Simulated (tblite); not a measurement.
# Run report: C₅H₁₂BFSi₂, geometry relaxation (part 3 of 3)

C₅H₁₂BFSi₂; GFN2-xTB geometry optimisation, gas phase (tblite 0.8.0). It belongs to a series of runs on one base structure; here: BH inserted into a C-Si bond.

Geometry of the input (Å):
```
C  2.9704  0.1611  0.7182
B  2.5235  0.6252  -0.7465
Si 1.0542  -0.2626  -1.6215
C  -0.4620  -0.1143  -0.5698
C  -1.0089  1.0680  -0.2712
C  -2.2172  1.0984  0.6040
Si -2.5003  -0.6756  1.0306
C  -1.0885  -1.3377  0.0350
F  -1.5697  -2.1718  -0.9674
H  2.1036  0.2881  1.4209
H  3.2647  -0.9041  0.6964
H  3.8099  0.7811  1.0678
H  3.0845  1.5125  -1.2627
H  1.3824  -1.6791  -1.8180
H  0.7903  0.3783  -2.9277
H  -0.5963  1.9940  -0.6610
H  -2.0027  1.6932  1.5257
H  -3.0846  1.5081  0.0585
H  -2.2911  -0.9179  2.4750
H  -3.7931  -1.1471  0.5325
H  -0.3780  -1.8808  0.6807
```

## Trajectory as extended XYZ, continued
```
21
Properties=species:S:1:pos:R:3:forces:R:3 step=163 energy=-712.50800
C     2.8130    0.1893    0.7616   -0.0070  -0.0150   0.0070
B     2.7243   -0.0326   -0.7915   -0.0120  -0.0050   0.0260
Si    1.0206    0.0241   -1.7805    0.0240   0.0130   0.0000
C    -0.4636    0.0782   -0.6029   -0.0020  -0.0100  -0.0010
C    -1.2355    1.1336   -0.3704    0.0210  -0.0090   0.0130
C    -2.3617    1.0594    0.6220   -0.0130   0.0010   0.0020
Si   -2.4422   -0.7813    1.1064   -0.0100   0.0050  -0.0010
C    -0.7945   -1.1629    0.1870    0.0060  -0.0160   0.0020
F    -0.9183   -2.2662   -0.6594    0.0230   0.0050  -0.0130
H     1.8940    0.5277    1.2381    0.0050   0.0010   0.0000
H     3.0904   -0.7604    1.2272   -0.0160   0.0110  -0.0020
H     3.6100    0.8799    1.0396   -0.0040  -0.0040  -0.0240
H     3.7399   -0.2519   -1.3422   -0.0270   0.0040  -0.0200
H     0.7799   -1.1204   -2.6762    0.0050   0.0050  -0.0040
H     0.8748    1.2259   -2.6315   -0.0030  -0.0080   0.0150
H    -1.0690    2.0756   -0.8734    0.0130   0.0010  -0.0090
H    -2.1410    1.7088    1.4727   -0.0120   0.0020   0.0020
H    -3.2808    1.4447    0.1784   -0.0010   0.0060  -0.0090
H    -2.3452   -1.0120    2.5499    0.0130  -0.0020   0.0020
H    -3.5455   -1.5174    0.4967   -0.0090   0.0030   0.0030
H     0.0415   -1.4252    0.8480    0.0060   0.0110   0.0110
21
Properties=species:S:1:pos:R:3:forces:R:3 step=173 energy=-712.51176
C     2.8418    0.1975    0.7394   -0.0170  -0.0100   0.0090
B     2.7234   -0.1031   -0.7983    0.0130   0.0040  -0.0040
Si    1.0176    0.0492   -1.7676    0.0160   0.0090  -0.0120
C    -0.4540    0.0858   -0.5749   -0.0080  -0.0160   0.0020
C    -1.2377    1.1341   -0.3509    0.0050  -0.0160  -0.0160
C    -2.3888    1.0434    0.6111    0.0030   0.0240  -0.0110
Si   -2.4535   -0.7986    1.0942   -0.0250   0.0000  -0.0240
C    -0.7765   -1.1566    0.2151    0.0020  -0.0240   0.0160
F    -0.8360   -2.2724   -0.6229    0.0000   0.0360   0.0250
H     1.9505    0.6252    1.1964    0.0100   0.0090   0.0050
H     3.0535   -0.7391    1.2620    0.0090   0.0150  -0.0090
H     3.6854    0.8494    0.9708   -0.0090  -0.0250  -0.0130
H     3.7118   -0.4215   -1.3514   -0.0300   0.0010   0.0140
H     0.7279   -1.0206   -2.7377    0.0020  -0.0090   0.0060
H     0.8931    1.3065   -2.5378    0.0110   0.0030   0.0050
H    -1.0675    2.0759   -0.8537   -0.0150   0.0010   0.0110
H    -2.2121    1.7056    1.4616    0.0020  -0.0140   0.0200
H    -3.3004    1.4070    0.1340   -0.0040   0.0040  -0.0080
H    -2.3872   -1.0270    2.5402    0.0150  -0.0070  -0.0070
H    -3.5427   -1.5370    0.4595    0.0180  -0.0010   0.0130
H     0.0425   -1.3866    0.9105    0.0030   0.0170  -0.0220
21
Properties=species:S:1:pos:R:3:forces:R:3 step=183 energy=-712.51390
C     2.8233    0.1897    0.7377   -0.0050   0.0050   0.0080
B     2.6966   -0.1914   -0.7804   -0.0050   0.0100  -0.0180
Si    1.0227    0.0834   -1.7730   -0.0140  -0.0200  -0.0140
C    -0.4522    0.1042   -0.5824   -0.0060   0.0230  -0.0040
C    -1.2500    1.1413   -0.3569   -0.0010   0.0030  -0.0120
C    -2.4092    1.0324    0.5939    0.0120   0.0040  -0.0090
Si   -2.4248   -0.8021    1.1075    0.0040  -0.0090  -0.0040
C    -0.7552   -1.1428    0.2079   -0.0090   0.0070   0.0010
F    -0.8198   -2.2547   -0.6329    0.0060  -0.0040  -0.0070
H     1.9449    0.6634    1.1737    0.0070   0.0010   0.0010
H     3.0380   -0.7055    1.3242    0.0150  -0.0100   0.0120
H     3.6760    0.8485    0.9043    0.0170   0.0000   0.0160
H     3.6575   -0.6290   -1.2963   -0.0080  -0.0110   0.0070
H     0.6927   -0.9193   -2.8019    0.0080   0.0110   0.0090
H     0.9654    1.3881   -2.4681   -0.0080  -0.0010   0.0010
H    -1.0904    2.0887   -0.8527   -0.0110  -0.0080  -0.0050
H    -2.2663    1.7094    1.4388    0.0150   0.0040   0.0070
H    -3.3220    1.3639    0.0961   -0.0140  -0.0080   0.0020
H    -2.3095   -0.9968    2.5554   -0.0020  -0.0080   0.0020
H    -3.5056   -1.5873    0.5182    0.0060   0.0040   0.0040
H     0.0788   -1.3670    0.8864   -0.0070   0.0060   0.0030
21
Properties=species:S:1:pos:R:3:forces:R:3 step=193 energy=-712.51667
C     2.8662    0.1807    0.7177   -0.0290   0.0390   0.0540
B     2.6500   -0.2843   -0.7679    0.0500   0.0590   0.0440
Si    1.0148    0.1392   -1.7668   -0.0090  -0.0460   0.0010
C    -0.4659    0.1388   -0.5874    0.0160  -0.0080   0.0740
C    -1.2956    1.1523   -0.3727   -0.0200   0.0100  -0.0180
C    -2.4458    1.0141    0.5858   -0.0020   0.0140  -0.0120
Si   -2.4277   -0.8264    1.0788    0.0300  -0.0010   0.0480
C    -0.7164   -1.0964    0.2364   -0.0300  -0.0580   0.0350
F    -0.6807   -2.2422   -0.5608    0.0180   0.0260   0.0060
H     2.0558    0.7694    1.1464    0.0100   0.0140  -0.0220
H     3.0155   -0.6825    1.3678    0.0150  -0.0560  -0.0040
H     3.7855    0.7616    0.8153   -0.0170  -0.0080  -0.0320
H     3.5287   -0.8871   -1.2573    0.0440  -0.0470  -0.0200
H     0.6690   -0.7914   -2.8552   -0.0210   0.0090  -0.0200
H     0.9977    1.4847   -2.3730    0.0110   0.0370  -0.0320
H    -1.1684    2.0953   -0.8851   -0.0290   0.0020   0.0020
H    -2.3037    1.6775    1.4423    0.0140   0.0050  -0.0110
H    -3.3680    1.3413    0.1026   -0.0110  -0.0070   0.0050
H    -2.3687   -1.0381    2.5289    0.0100   0.0030  -0.0190
H    -3.4548   -1.6480    0.4491   -0.0260   0.0000  -0.0310
H     0.1036   -1.2414    0.9548   -0.0240   0.0160  -0.0480
21
Properties=species:S:1:pos:R:3:forces:R:3 step=204 energy=-712.52012
C     2.9049    0.1767    0.6992    0.0130  -0.0030   0.0140
B     2.6414   -0.3185   -0.7692   -0.0050   0.0070  -0.0060
Si    1.0099    0.1647   -1.7545   -0.0150  -0.0160  -0.0060
C    -0.4678    0.1639   -0.5649   -0.0010  -0.0040  -0.0070
C    -1.3320    1.1545   -0.3784    0.0070   0.0110  -0.0020
C    -2.4756    1.0007    0.5865    0.0150   0.0090  -0.0090
Si   -2.4438   -0.8478    1.0518    0.0200   0.0040  -0.0030
C    -0.6942   -1.0640    0.2774    0.0030   0.0130   0.0000
F    -0.5634   -2.2213   -0.4900   -0.0020  -0.0080   0.0010
H     2.1465    0.8372    1.1179    0.0150  -0.0100  -0.0150
H     2.9994   -0.6829    1.3664   -0.0020   0.0060   0.0030
H     3.8669    0.6883    0.7667   -0.0160  -0.0030  -0.0030
H     3.4680   -1.0076   -1.2421   -0.0070   0.0110   0.0000
H     0.6367   -0.7266   -2.8700   -0.0120   0.0140   0.0260
H     1.0090    1.5227   -2.3397    0.0160   0.0050   0.0100
H    -1.2337    2.0937   -0.9034   -0.0060  -0.0050  -0.0140
H    -2.3157    1.6497    1.4513   -0.0120  -0.0050  -0.0020
H    -3.4041    1.3381    0.1227    0.0080  -0.0160   0.0090
H    -2.4364   -1.0957    2.4953   -0.0060   0.0020   0.0080
H    -3.4279   -1.6637    0.3479   -0.0130  -0.0020  -0.0070
H     0.1030   -1.1453    1.0286    0.0020  -0.0110   0.0030
21
Properties=species:S:1:pos:R:3:forces:R:3 step=214 energy=-712.52123
C     2.9280    0.1734    0.6873    0.0010  -0.0050   0.0040
B     2.6252   -0.3538   -0.7628   -0.0010  -0.0030   0.0030
Si    1.0103    0.1862   -1.7439    0.0010  -0.0010  -0.0050
C    -0.4662    0.1799   -0.5545   -0.0060  -0.0090  -0.0030
C    -1.3471    1.1577   -0.3818   -0.0080  -0.0030   0.0010
C    -2.4921    0.9897    0.5784   -0.0070   0.0020   0.0020
Si   -2.4409   -0.8580    1.0450   -0.0030   0.0060  -0.0010
C    -0.6802   -1.0483    0.2907    0.0030  -0.0050   0.0030
F    -0.5225   -2.2055   -0.4730   -0.0030   0.0030   0.0040
H     2.2042    0.8795    1.0918    0.0100  -0.0030  -0.0090
H     2.9950   -0.6654    1.3833    0.0020  -0.0020  -0.0020
H     3.9113    0.6455    0.7246   -0.0070   0.0030   0.0000
H     3.4096   -1.0997   -1.2199    0.0010   0.0050  -0.0030
H     0.6022   -0.6645   -2.8774    0.0070   0.0040   0.0020
H     1.0482    1.5599   -2.2914   -0.0010  -0.0040   0.0100
H    -1.2646    2.0911   -0.9194    0.0010   0.0040   0.0050
H    -2.3477    1.6401    1.4446   -0.0040   0.0050  -0.0080
H    -3.4244    1.3098    0.1109    0.0030   0.0060   0.0000
H    -2.4540   -1.1051    2.4889    0.0020  -0.0020  -0.0010
H    -3.4130   -1.6783    0.3275    0.0070  -0.0040   0.0010
H     0.1097   -1.1173    1.0508    0.0030   0.0020   0.0000
21
Properties=species:S:1:pos:R:3:forces:R:3 step=224 energy=-712.52176
C     2.9570    0.1715    0.6764   -0.0020   0.0000   0.0000
B     2.6125   -0.3855   -0.7532    0.0010   0.0000   0.0000
Si    1.0135    0.2063   -1.7290    0.0000   0.0020  -0.0030
C    -0.4729    0.1842   -0.5510   -0.0030  -0.0010   0.0000
C    -1.3654    1.1534   -0.3891   -0.0020   0.0020   0.0010
C    -2.5143    0.9806    0.5654    0.0010   0.0010   0.0000
Si   -2.4441   -0.8631    1.0452   -0.0040   0.0030  -0.0050
C    -0.6788   -1.0421    0.2987    0.0040  -0.0030   0.0000
F    -0.5112   -2.2013   -0.4605   -0.0010   0.0090   0.0050
H     2.2686    0.9205    1.0649    0.0080  -0.0040   0.0020
H     2.9978   -0.6465    1.3984    0.0040  -0.0010   0.0000
H     3.9591    0.6039    0.6865   -0.0070  -0.0030  -0.0010
H     3.3552   -1.1799   -1.1975    0.0030   0.0010   0.0000
H     0.6035   -0.5959   -2.8964    0.0010   0.0030  -0.0010
H     1.0766    1.5994   -2.2223   -0.0040  -0.0020  -0.0010
H    -1.2893    2.0853   -0.9300    0.0060   0.0040  -0.0010
H    -2.3803    1.6397    1.4269   -0.0060  -0.0020  -0.0060
H    -3.4467    1.2896    0.0902    0.0040  -0.0050   0.0030
H    -2.4598   -1.1014    2.4901   -0.0010  -0.0020   0.0040
H    -3.4010   -1.6999    0.3263    0.0030  -0.0030   0.0040
H     0.1112   -1.1019    1.0596   -0.0050   0.0020   0.0020
```

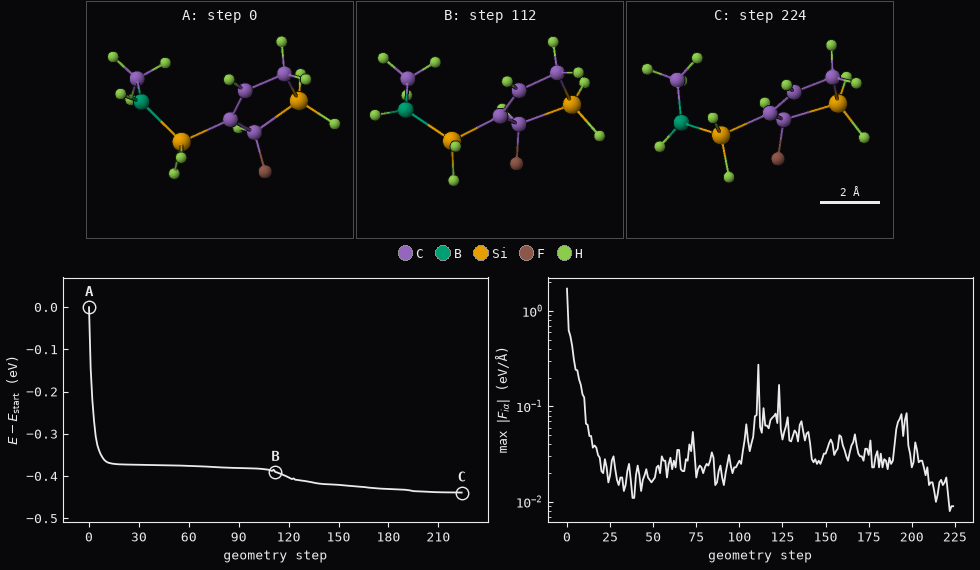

Figure 1. Frames of the relaxation (ball-and-stick view, seen on its broad side) above the curves, on which the letters mark them (steps are counted from 0).

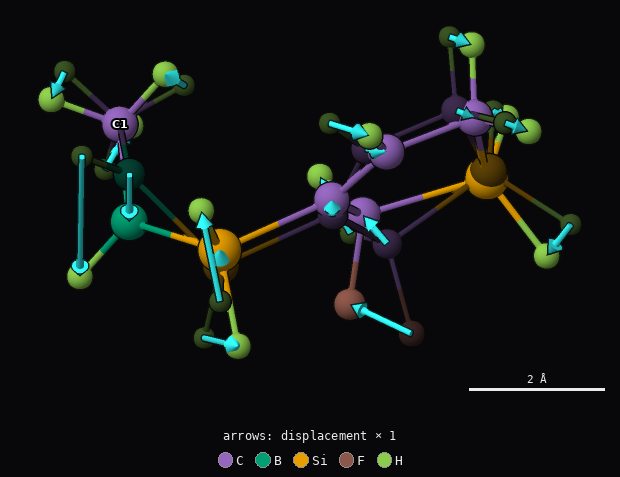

Figure 2. Start (faint) and end (solid) with the displacements as teal arrows, at true length (ball-and-stick view, seen on its broad side). The two geometries are laid on each other by the best rigid fit. The largest move after the best rigid fit is that of H13, 2.76 Å. Largest moves by element: H 2.76 Å, F 1.15 Å, B 1.05 Å, C 0.57 Å, Si 0.46 Å. Distances before and after: Si7–C8 1.850 → 1.925 Å, C6–Si7 1.846 → 1.906 Å, Si3–C4 1.851 → 1.897 Å, B2–Si3 1.927 → 1.964 Å. Among the angles that change: B2–Si3–H14 109.6° → 117.1°, B2–C1–H10 108.9° → 115.4°, F9–C8–H21 110.5° → 104.2°. The energy falls by 0.439 eV in 224 geometry steps. Largest force component: 1.7 eV/Å at the start, 0.009 eV/Å at the end. (Atoms are counted from 1 in the order of the input.)

## Results in brief

| quantity | value |
| --- | --- |
| outcome | converged |
| total energy | −712.5218 eV |
| hardware | 1 CPU thread, shared host |
| wall time | 3.8 s |
| peak memory | 0.18 GiB |
